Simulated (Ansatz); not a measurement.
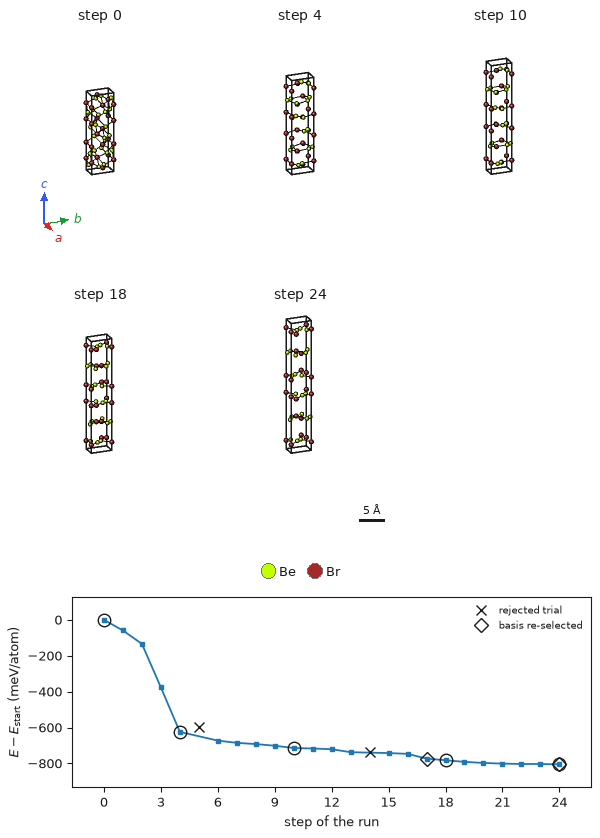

Frames of a relaxation of solid Be$_{3}$Br$_{2}$ (built on the corundum_167 type) (coarse preliminary run), marked on the history of the run. A ball-and-stick model of the conventional cell (3 times the calculation's cell), seen slightly off an axis. Lengths and directions refer to the drawn axes.

Case: anti-corundum type (R-3c, No. 167).

Method: DFT PBE, scalar-relativistic, plane waves, PAW in Ansatz 0.2.0.

Input
```yaml
crystal:
  lattice:
    - [2.9812713038, 1.7212377897, 5.4263614722]
    - [-2.9812713038, 1.7212377897, 5.4263614722]
    - [0.0, -3.4424755796, 5.4263614722]
  atoms:
    - { symbol: Be, position: [0.05625, 0.44375, 0.75] }
    - { symbol: Be, position: [0.75, 0.05625, 0.44375] }
    - { symbol: Be, position: [0.44375, 0.75, 0.05625] }
    - { symbol: Be, position: [0.94375, 0.55625, 0.25] }
    - { symbol: Be, position: [0.25, 0.94375, 0.55625] }
    - { symbol: Be, position: [0.55625, 0.25, 0.94375] }
    - { symbol: Br, position: [0.85218, 0.85218, 0.85218] }
    - { symbol: Br, position: [0.64782, 0.64782, 0.64782] }
    - { symbol: Br, position: [0.14782, 0.14782, 0.14782] }
    - { symbol: Br, position: [0.35218, 0.35218, 0.35218] }
basis:
  ecutwfc: 420
kpoints:
  mp_grid: { grid: [6, 6, 6] }
hamiltonian:
  xc: pbe
scf:
  occupations: { method: gaussian, width: 0.1 }
  lower_state_search: "off"
output:
  forces: true
  stress: true
  eigenvalues: true
relax:
  adjacent_minimum: "off"
  f_tol: 0.04
  max_steps: 70
  cell: { stress_tol: 0.4 }
```

Run as
```bash
ansatz run input.yaml --threads 1 --pin off --max-ram 2560MiB --backend cpu --events-out ev --progress --plain --runs-dir out
```

Describe the path.

Answer. After 20 accepted moves (24 points after the start) the energy has fallen by 805 meV per atom. The largest force component goes from 0.44 to 0.0043 eV/Å. The pressure goes from 6.95 to 0.09 GPa. The line search rejected the trial steps at points 5, 14 of the run. The SCF was repeated twice at an unchanged geometry on a basis and grid sized afresh for the cell, which shifted the energy by 26.4 meV per atom at most. The largest moves relative to the cell, 2.22 Å, are those of Br7, Br8, Br9 and Br10. Br10 goes along +c. Largest moves by element: Br 2.22 Å, Be 0.48 Å. Cell: a = b 5.963 → 5.443 Å (−8.7 %), c 16.279 → 26.853 Å (+65.0 %). Volume +37.5 %. Near-neighbour distances that change, for instance: Br7–Br8 3.327 → 9.930 Å, Be1–Br7 2.470 → 5.105 Å, Br7–Br8 (another image) 4.032 → 3.292 Å, Be1–Br10 2.324 → 2.250 Å. Bonds break: Be1–Br7 (2.47 → 5.11 Å), Be1–Br8 (2.47 → 5.11 Å), Be2–Br7 (2.47 → 5.11 Å), Be2–Br8 (2.47 → 5.11 Å). Bond angles that change, for instance: Br9–Be3–Br10 120.4° → 94.0°, Be1–Br10–Be2 101.2° → 115.4°. The space group stays R-3c (No. 167). From step 0 to 4: Br atoms move most (0.69 Å), volume +20.2 %, energy −624 meV per atom. From step 4 to 10: Br atoms move most (0.23 Å), volume −1.4 %, energy −89.9 meV per atom. From step 10 to 18: Br atoms move most (0.66 Å), volume +3.1 %, energy −68.1 meV per atom. From step 18 to 24: Br atoms move most (0.22 Å), volume +12.5 %, energy −22.8 meV per atom.
